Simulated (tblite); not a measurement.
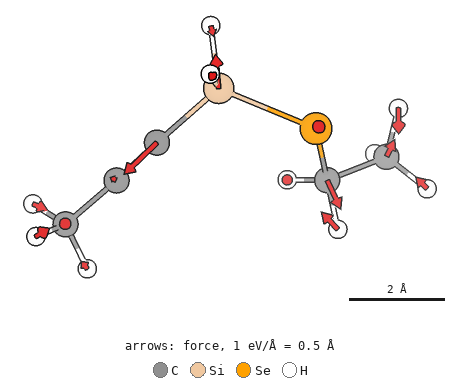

Starting geometry of C5H10SeSi with the computed forces as red arrows. Style: ball-and-stick. Shown from a free direction.

All numbers below come from tblite, GFN2-xTB geometry optimisation, gas phase. 

### What follows when this structure is relaxed?

It isn't relaxed: the largest force vector, on a C atom, is 2.11 eV/Å. The final displacements have little in common with the starting forces (cosine between the two patterns 0.12). The largest move after the best rigid fit is that of an H atom, 2.53 Å. Largest moves by element: H 2.53 Å, C 1.33 Å, Se 0.73 Å, Si 0.50 Å. Near-neighbour distances that change, for instance: Se–Si 2.246 → 2.300 Å, C–Se 1.929 → 1.977 Å, C–Si 1.801 → 1.842 Å, C–H 1.127 → 1.091 Å. Bond angles that change, for instance: Si–Se–C 114.7° → 99.0°, H–Si–H 103.7° → 113.2°, Se–C–H 114.8° → 106.6°. Groups turn about C–Se by about 65°, C–C by about 50°. Over 203 geometry steps the energy falls by 0.666 eV.
